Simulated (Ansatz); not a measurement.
# Profile along the Li–Li line in Li (space group R-3m)

Li (space group R-3m)

```
CELL_PARAMETERS angstrom
      1.49401     0.86257     7.35389
     -1.49401     0.86257     7.35389
      0.00000    -1.72513     7.35389
ATOMIC_POSITIONS crystal
  Li 0.77776 0.77776 0.77776
  Li 0.22224 0.22224 0.22224
  Li 0.00000 0.00000 0.00000
```

Fields along a shortest Li–Li line of a (0001) plane (2.99 Å), from Li to Li, interpolated on the slice's grid (step about 0.2 Å). The numbers are results of LDA (plane waves to 420 eV, PAW, scalar-relativistic; Ansatz, a first-principles code), not measurements. k mesh 18×18×18. Near the nuclei the fields are pseudised (PAW); where an atom keeps semicore shells as valence, they peak there. Li was relaxed with its symmetry unable to fall. This is one of several known forms of Li; the measured ambient cells at hand have space group No. 229.

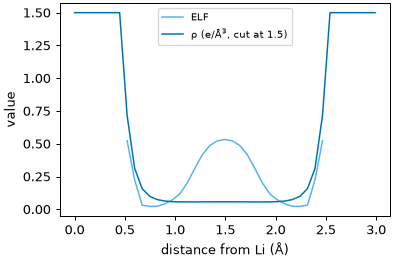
Figure. ELF (away from the nuclei) and valence density from Li to Li.

Density on the Li–Li line (2.99 Å) at its midpoint: 0.06 e/Å³. ELF at that point: 0.53. ELF maximum in the middle third of the Li–Li line: 0.53, 1.5 Å from Li.
